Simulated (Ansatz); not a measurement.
# Run report: C₂H₇CdN, nudged elastic band

- system: C₂H₇CdN, SMILES C[CH2][Cd][NH2]
- method: RKS PBE0/def2-SVP (Ansatz 0.2.0)

It belongs to a series of runs on one base structure; here: band between the two ends. Figures and captions count atoms from 1; the log counts them from 0 in places.

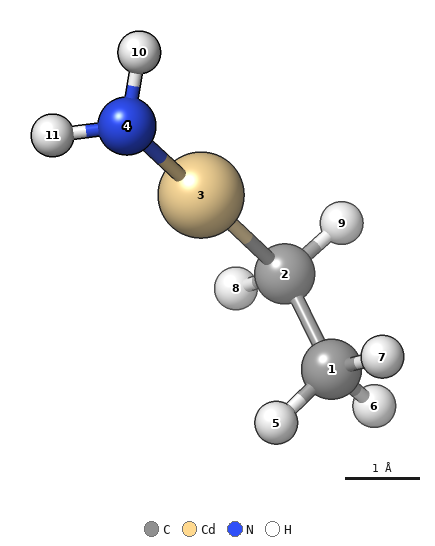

Figure 1. The input geometry (ball-and-stick view, seen at a tilt; atoms are numbered from 1 in the order of the input). Sticks mark near contacts.

**Input**
```yaml
crystal:
  periodic: [false, false, false]
  atoms:
    - { symbol: C, position_ang: [-0.939801, 1.413704, 0.941424] }
    - { symbol: C, position_ang: [-0.691392, -0.092004, 0.920285] }
    - { symbol: Cd, position_ang: [0.597075, -0.790368, -0.603845] }
    - { symbol: "N", position_ang: [1.876823, -1.308118, -2.069816] }
    - { symbol: H, position_ang: [-1.403751, 1.773239, 0.008963] }
    - { symbol: H, position_ang: [-1.615441, 1.70484, 1.765469] }
    - { symbol: H, position_ang: [-0.009028, 1.987843, 1.075108] }
    - { symbol: H, position_ang: [-1.642577, -0.640388, 0.815735] }
    - { symbol: H, position_ang: [-0.26126, -0.425496, 1.879904] }
    - { symbol: H, position_ang: [2.627841, -1.944915, -1.810703] }
    - { symbol: H, position_ang: [1.46149, -1.678315, -2.922524] }
basis:
  gaussian: { orbitals: def2-SVP }
hamiltonian:
  xc: pbe0
neb:
  order_check: false
  images: 5
  f_tol: 0.05
  max_iterations: 60
  final_atoms:
    - { symbol: C, position_ang: [-0.92761067, 1.40397661, 0.90866607] }
    - { symbol: C, position_ang: [-0.69421902, -0.10348361, 0.9492109] }
    - { symbol: Cd, position_ang: [0.56566818, -0.86575377, -0.56785616] }
    - { symbol: "N", position_ang: [1.72919375, -1.72947963, -1.96672775] }
    - { symbol: H, position_ang: [-1.40121035, 1.72736178, -0.03225365] }
    - { symbol: H, position_ang: [-1.5879299, 1.73835578, 1.72860039] }
    - { symbol: H, position_ang: [0.01093409, 1.97341033, 1.00385362] }
    - { symbol: H, position_ang: [-1.65240041, -0.64590644, 0.88236776] }
    - { symbol: H, position_ang: [-0.25242928, -0.40000216, 1.9156347] }
    - { symbol: H, position_ang: [1.4802721, -1.54064845, -2.93598753] }
    - { symbol: H, position_ang: [2.7297105, -1.55780843, -1.88550836] }
  initial_path:
    images:
      - { positions_ang: [[-0.939801, 1.413704, 0.941424], [-0.691392, -0.092004, 0.920285], [0.597075, -0.790368, -0.603845], [1.876823, -1.308118, -2.069816], [-1.403751, 1.773239, 0.008963], [-1.615441, 1.70484, 1.765469], [-0.009028, 1.987843, 1.075108], [-1.642577, -0.640388, 0.815735], [-0.26126, -0.425496, 1.879904], [2.627841, -1.944915, -1.810703], [1.46149, -1.678315, -2.922524]] }
      - { positions_ang: [[-0.9350778, 1.39660748, 0.91755814], [-0.71094145, -0.11259405, 0.89632831], [0.41929056, -0.73183687, -0.78369609], [1.85616553, -1.42414031, -1.92899081], [-1.50465047, 1.74138541, 0.0626995], [-1.48280623, 1.70631852, 1.79874298], [-0.00282899, 1.94735105, 0.91777901], [-1.66088602, -0.64166356, 0.90246418], [-0.17816655, -0.43473252, 1.78647722], [2.35648569, -1.99123001, -2.06500304], [1.84339474, -1.45544314, -2.50435939]] }
      - { positions_ang: [[-0.9303546, 1.37951096, 0.89369227], [-0.73049089, -0.1331841, 0.87237162], [0.24150612, -0.67330574, -0.96354717], [1.83550807, -1.54016263, -1.78816562], [-1.60554995, 1.70953182, 0.116436], [-1.35017146, 1.70779705, 1.83201695], [0.00337002, 1.9068591, 0.76045001], [-1.67919505, -0.64293913, 0.98919336], [-0.0950731, -0.44396904, 1.69305044], [2.08513038, -2.03754501, -2.31930308], [2.22529947, -1.23257129, -2.08619478]] }
      - { positions_ang: [[-0.92563141, 1.36241444, 0.86982641], [-0.75004034, -0.15377415, 0.84841492], [0.06372167, -0.6147746, -1.14339826], [1.8148506, -1.65618494, -1.64734043], [-1.70644942, 1.67767823, 0.1701725], [-1.21753669, 1.70927557, 1.86529093], [0.00956902, 1.86636716, 0.60312102], [-1.69750407, -0.64421469, 1.07592253], [-0.01197965, -0.45320556, 1.59962367], [1.81377507, -2.08386002, -2.57360312], [2.60720421, -1.00969943, -1.66803018]] }
      - { positions_ang: [[-0.92629116, 1.3762685, 0.88277296], [-0.73143323, -0.13701063, 0.88201358], [0.23103718, -0.69843433, -0.95155089], [1.78629832, -1.68061651, -1.75380287], [-1.60470306, 1.69423942, 0.10269712], [-1.34100109, 1.71896898, 1.81972741], [0.01002404, 1.90204822, 0.73669855], [-1.68246952, -0.64477861, 1.01140428], [-0.09212952, -0.4354711, 1.70496068], [1.70260742, -1.9027895, -2.69439792], [2.64803964, -1.19240243, -1.7405229]] }
      - { positions_ang: [[-0.92695091, 1.39012255, 0.89571952], [-0.71282613, -0.12024712, 0.91561224], [0.39835268, -0.78209405, -0.75970352], [1.75774603, -1.70504807, -1.86026531], [-1.5029567, 1.7108006, 0.03522174], [-1.4644655, 1.72866238, 1.7741639], [0.01047907, 1.93772928, 0.87027609], [-1.66743496, -0.64534253, 0.94688602], [-0.1722794, -0.41773663, 1.81029769], [1.59143976, -1.72171898, -2.81519273], [2.68887507, -1.37510543, -1.81301563]] }
      - { positions_ang: [[-0.92761067, 1.40397661, 0.90866607], [-0.69421902, -0.10348361, 0.9492109], [0.56566818, -0.86575377, -0.56785616], [1.72919375, -1.72947963, -1.96672775], [-1.40121035, 1.72736178, -0.03225365], [-1.5879299, 1.73835578, 1.72860039], [0.01093409, 1.97341033, 1.00385362], [-1.65240041, -0.64590644, 0.88236776], [-0.25242928, -0.40000216, 1.9156347], [1.4802721, -1.54064845, -2.93598753], [2.7297105, -1.55780843, -1.88550836]] }
```

Command:
```bash
ansatz run input.yaml --threads 2 --pin off --max-ram 3072MiB --backend cpu --events-out ev --progress --plain --runs-dir out
```

**The program's output**
```
Engine: ansatz 0.2.0, aarch64-unknown-linux-gnu
Functional definition: PBE0
  parameter a = 0.25
  parameter kappa = 0.804
  parameter beta = 0.06672455060314922
  exchange = (1 - a)*pbe_x(kappa = kappa, mu = beta*pi^2/3) + a*exact_x
  correlation = pbe_c(beta = beta)
1212 factors; integrals over basis functions are off by at most 2.9e-4 eV
mean field evaluation 1: about -8221.7505 eV, gradient 7.4e1 eV
mean field evaluation 2: about -8194.9163 eV, gradient 1.2e2 eV
mean field evaluation 4: about -8234.1985 eV, gradient 8.6e0 eV
mean field evaluation 8: about -8234.4737 eV, gradient 7.0e-1 eV
mean field evaluation 16: about -8234.4751 eV, gradient 2.6e-5 eV
mean field -8234.47508203 eV, -302.6113777370 hartree, gradient 2.8e-5 eV, S^2 0.000000; 0 other end points of the search recorded, 0 dependent functions left out
the calculation of the forces begins
reference -8234.47511632 eV, -302.6113789971 hartree; 23, 23 occupied and 85, 85 virtual orbitals, 1212 factors
1212 factors; integrals over basis functions are off by at most 4.2e-4 eV
mean field evaluation 32: about -8234.4783 eV, gradient 6.5e-4 eV
mean field -8234.47833224 eV, -302.6114971800 hartree, gradient 2.3e-5 eV, S^2 0.000000; 0 other end points of the search recorded, 0 dependent functions left out
[... from here on the field's lines of each further geometry are left out, up to the last ...]
NEB iter   1: max|band force component| = 1.100e2 eV/Å  barrier→ = 17.4416 eV  barrier← = 17.4449 eV  Δτ_max = 0.2000 Å  (196 SCF iters)
NEB iter   2: max|band force component| = 4.119e1 eV/Å  barrier→ = 9.4310 eV  barrier← = 9.4342 eV  Δτ_max = 0.2000 Å  (161 SCF iters)
NEB iter   3: max|band force component| = 2.208e1 eV/Å  barrier→ = 4.0048 eV  barrier← = 4.0081 eV  Δτ_max = 0.1966 Å  (157 SCF iters)
NEB iter   4: max|band force component| = 1.068e1 eV/Å  barrier→ = 1.5433 eV  barrier← = 1.5466 eV  Δτ_max = 0.1915 Å  (157 SCF iters)
NEB iter   5: max|band force component| = 4.497e0 eV/Å  barrier→ = 0.4761 eV  barrier← = 0.4794 eV  Δτ_max = 0.1872 Å  (156 SCF iters)
NEB iter   6: max|band force component| = 2.601e0 eV/Å  barrier→ = 0.1639 eV  barrier← = 0.1672 eV  Δτ_max = 0.1992 Å  (155 SCF iters)
NEB iter   7: max|band force component| = 2.862e0 eV/Å  barrier→ = 0.6237 eV  barrier← = 0.6270 eV  Δτ_max = 0.1027 Å  (160 SCF iters)
NEB iter   8: max|band force component| = 1.397e0 eV/Å  barrier→ = 0.1296 eV  barrier← = 0.1329 eV  Δτ_max = 0.1127 Å  (150 SCF iters)
NEB iter   9: max|band force component| = 4.360e-1 eV/Å  barrier→ = 0.0436 eV  barrier← = 0.0469 eV  CI = image 2  Δτ_max = 0.1965 Å  (153 SCF iters)
NEB iter  10: max|band force component| = 3.901e-1 eV/Å  barrier→ = 0.0148 eV  barrier← = 0.0180 eV  CI = image 2  Δτ_max = 0.0671 Å  (159 SCF iters)
NEB iter  11: max|band force component| = 6.236e-2 eV/Å  barrier→ = 0.0054 eV  barrier← = 0.0087 eV  CI = image 2  Δτ_max = 0.0560 Å  (144 SCF iters)
the calculation of the forces begins
reference -8234.47796938 eV, -302.6114838452 hartree; 23, 23 occupied and 85, 85 virtual orbitals, 1212 factors
1212 factors; integrals over basis functions are off by at most 6.2e-4 eV
mean field -8234.47032660 eV, -302.6112029781 hartree, gradient 1.5e-5 eV, S^2 0.000000; 1 other end points of the search recorded, 0 dependent functions left out
the calculation of the forces begins
reference -8234.47036086 eV, -302.6112042372 hartree; 23, 23 occupied and 85, 85 virtual orbitals, 1212 factors
NEB iter  12: max|band force component| = 2.395e-2 eV/Å  barrier→ = 0.0048 eV  barrier← = 0.0080 eV  CI = image 2  Δτ_max = 0.0000 Å  (305 SCF iters)
```

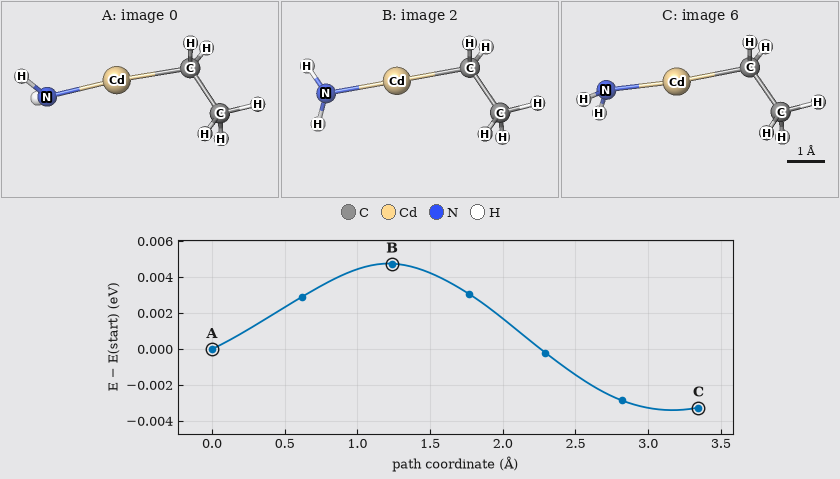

Figure 2. Images of the last band (counted from 0; ball-and-stick, seen at a tilt) above the energy along the path; the line is a cubic interpolation that uses the forces. The highest image is number 2, 0.005 eV above the start and 0.008 eV above the end (the climbing image); the end lies 0.003 eV below the start. The path is 3.35 Å long. The band converged in 12 iterations.

```
Total energy: -8234.47036086 eV, -302.6112042372 hartree
Atom 0 at    -0.953750     1.403858     0.920672 Å, force     0.002762    -0.009801    -0.000680 eV/Å
Atom 1 at    -0.688636    -0.099713     0.933621 Å, force     0.017132     0.023953     0.019201 eV/Å
Atom 2 at     0.628344    -0.804615    -0.563186 Å, force    -0.008117    -0.008526    -0.019836 eV/Å
Atom 3 at     1.996013    -1.442613    -1.897277 Å, force     0.010344     0.012202    -0.007308 eV/Å
Atom 4 at    -1.418220     1.736126    -0.021870 Å, force     0.010677     0.008965     0.001465 eV/Å
Atom 5 at    -1.637936     1.705071     1.733941 Å, force    -0.000498    -0.005046    -0.000127 eV/Å
Atom 6 at    -0.030426     1.991529     1.049674 Å, force    -0.009745     0.003516    -0.005153 eV/Å
Atom 7 at    -1.633582    -0.656590     0.824577 Å, force    -0.006964    -0.014704    -0.000578 eV/Å
Atom 8 at    -0.266199    -0.406214     1.905595 Å, force    -0.007858     0.000200    -0.002881 eV/Å
Atom 9 at     2.012488    -2.444089    -2.079681 Å, force    -0.001470    -0.012636     0.001794 eV/Å
Atom 10 at     1.991883    -0.982729    -2.806065 Å, force    -0.006264     0.001877     0.014102 eV/Å
Dipole moment:    -0.205659    -0.046673    -0.065563 e Å
this run last wrote the band of iteration 12 to [file]
```

**The last band as extended XYZ (Å, eV, eV/Å)**
```
11
Properties=species:S:1:pos:R:3:forces:R:3 image=0 energy=-8234.47508
C    -0.9398    1.4137    0.9414   -0.0002   0.0009   0.0006
C    -0.6914   -0.0920    0.9203   -0.0006  -0.0015  -0.0011
Cd    0.5971   -0.7904   -0.6038    0.0003   0.0014  -0.0007
N     1.8768   -1.3081   -2.0698   -0.0016   0.0008   0.0009
H    -1.4038    1.7732    0.0090    0.0001   0.0010  -0.0006
H    -1.6154    1.7048    1.7655    0.0000   0.0003   0.0001
H    -0.0090    1.9878    1.0751    0.0011   0.0001   0.0003
H    -1.6426   -0.6404    0.8157   -0.0006  -0.0006   0.0003
H    -0.2613   -0.4255    1.8799   -0.0004  -0.0009   0.0012
H     2.6278   -1.9449   -1.8107    0.0034   0.0006   0.0005
H     1.4615   -1.6783   -2.9225   -0.0014  -0.0022  -0.0015
11
Properties=species:S:1:pos:R:3:forces:R:3 image=1 energy=-8234.47217
C    -0.9563    1.4087    0.9254    0.0008  -0.0026  -0.0004
C    -0.6767   -0.0919    0.9353    0.0019   0.0000  -0.0040
Cd    0.6164   -0.7939   -0.5844   -0.0043   0.0027   0.0052
N     1.9532   -1.3519   -1.9833    0.0068  -0.0042   0.0038
H    -1.4417    1.7372   -0.0077    0.0010   0.0002   0.0003
H    -1.6264    1.7042    1.7523   -0.0012   0.0008  -0.0001
H    -0.0362    2.0052    1.0330    0.0008  -0.0005   0.0017
H    -1.6171   -0.6614    0.8511   -0.0003   0.0002   0.0002
H    -0.2298   -0.3925    1.8982   -0.0011   0.0003  -0.0003
H     2.3682   -2.2748   -1.8677   -0.0024   0.0093  -0.0050
H     1.6464   -1.2887   -2.9521   -0.0021  -0.0064  -0.0015
11
Properties=species:S:1:pos:R:3:forces:R:3 image=2 energy=-8234.47033
C    -0.9537    1.4039    0.9207    0.0028  -0.0098  -0.0007
C    -0.6886   -0.0997    0.9336    0.0171   0.0240   0.0192
Cd    0.6283   -0.8046   -0.5632   -0.0081  -0.0085  -0.0198
N     1.9960   -1.4426   -1.8973    0.0103   0.0122  -0.0073
H    -1.4182    1.7361   -0.0219    0.0107   0.0090   0.0015
H    -1.6379    1.7051    1.7339   -0.0005  -0.0050  -0.0001
H    -0.0304    1.9915    1.0497   -0.0097   0.0035  -0.0052
H    -1.6336   -0.6566    0.8246   -0.0070  -0.0147  -0.0006
H    -0.2662   -0.4062    1.9056   -0.0079   0.0002  -0.0029
H     2.0125   -2.4441   -2.0797   -0.0015  -0.0126   0.0018
H     1.9919   -0.9827   -2.8061   -0.0063   0.0019   0.0141
11
Properties=species:S:1:pos:R:3:forces:R:3 image=3 energy=-8234.47200
C    -0.9459    1.3990    0.9200   -0.0002   0.0000   0.0022
C    -0.7020   -0.1077    0.9307   -0.0009  -0.0001  -0.0043
Cd    0.6234   -0.8235   -0.5542    0.0007  -0.0012   0.0026
N     1.9859   -1.5384   -1.8549   -0.0001   0.0007  -0.0031
H    -1.3729    1.7457   -0.0349    0.0003  -0.0003  -0.0003
H    -1.6520    1.7034    1.7130   -0.0014   0.0012  -0.0004
H    -0.0201    1.9738    1.0835   -0.0013   0.0007   0.0000
H    -1.6532   -0.6504    0.7990    0.0015  -0.0007   0.0012
H    -0.3053   -0.4273    1.9088    0.0018   0.0008   0.0004
H     1.7273   -2.3908   -2.3485   -0.0042  -0.0035  -0.0015
H     2.3148   -0.8839   -2.5625    0.0037   0.0025   0.0032
11
Properties=species:S:1:pos:R:3:forces:R:3 image=4 energy=-8234.47528
C    -0.9353    1.4011    0.9150   -0.0010   0.0011   0.0016
C    -0.7049   -0.1074    0.9355    0.0017  -0.0011  -0.0011
Cd    0.6076   -0.8444   -0.5497    0.0002  -0.0015   0.0011
N     1.9184   -1.6369   -1.8581    0.0003   0.0009  -0.0013
H    -1.3578    1.7450   -0.0428   -0.0002  -0.0009  -0.0006
H    -1.6387    1.7178    1.7057   -0.0006   0.0006  -0.0008
H    -0.0041    1.9683    1.0745   -0.0008   0.0008  -0.0002
H    -1.6612   -0.6430    0.8105    0.0003  -0.0009   0.0007
H    -0.3093   -0.4259    1.9145    0.0007   0.0012   0.0002
H     1.5179   -2.1914   -2.6126   -0.0036   0.0019  -0.0025
H     2.5673   -0.9832   -2.2926    0.0030  -0.0021   0.0029
11
Properties=species:S:1:pos:R:3:forces:R:3 image=5 energy=-8234.47794
C    -0.9279    1.4039    0.9102   -0.0003   0.0003   0.0003
C    -0.7016   -0.1049    0.9428    0.0008   0.0000  -0.0004
Cd    0.5865   -0.8603   -0.5540   -0.0006  -0.0001   0.0008
N     1.8246   -1.7056   -1.8988    0.0003  -0.0010   0.0003
H    -1.3670    1.7385   -0.0434   -0.0004  -0.0003  -0.0004
H    -1.6150    1.7322    1.7103   -0.0003   0.0002  -0.0001
H     0.0084    1.9691    1.0444   -0.0001   0.0004  -0.0003
H    -1.6608   -0.6407    0.8425    0.0000  -0.0005   0.0003
H    -0.2893   -0.4142    1.9180    0.0004   0.0002   0.0004
H     1.4299   -1.8876   -2.8198   -0.0010   0.0020  -0.0017
H     2.7122   -1.2305   -2.0521    0.0012  -0.0012   0.0008
11
Properties=species:S:1:pos:R:3:forces:R:3 image=6 energy=-8234.47833
C    -0.9276    1.4040    0.9087    0.0000  -0.0003   0.0005
C    -0.6942   -0.1035    0.9492   -0.0006   0.0003  -0.0003
Cd    0.5657   -0.8658   -0.5679    0.0004  -0.0009   0.0002
N     1.7292   -1.7295   -1.9667    0.0006   0.0010   0.0000
H    -1.4012    1.7274   -0.0323    0.0002   0.0002  -0.0003
H    -1.5879    1.7384    1.7286   -0.0003   0.0003   0.0003
H     0.0109    1.9734    1.0039    0.0003   0.0000   0.0002
H    -1.6524   -0.6459    0.8824    0.0000   0.0002  -0.0003
H    -0.2524   -0.4000    1.9156   -0.0001  -0.0001   0.0001
H     1.4803   -1.5406   -2.9360   -0.0008  -0.0013  -0.0002
H     2.7297   -1.5578   -1.8855    0.0002   0.0006  -0.0002
```

**Key numbers**

```csv
quantity,value
outcome,converged
"barrier, forward",0.005 eV
"barrier, backward",0.008 eV
hardware,"2 threads of Arm Neoverse V1, 24 GiB of memory available, shared host"
wall time,3.7 min (CPU time 7.2 min)
peak memory,0.26 GiB
```

The order of the saddle point was not checked.
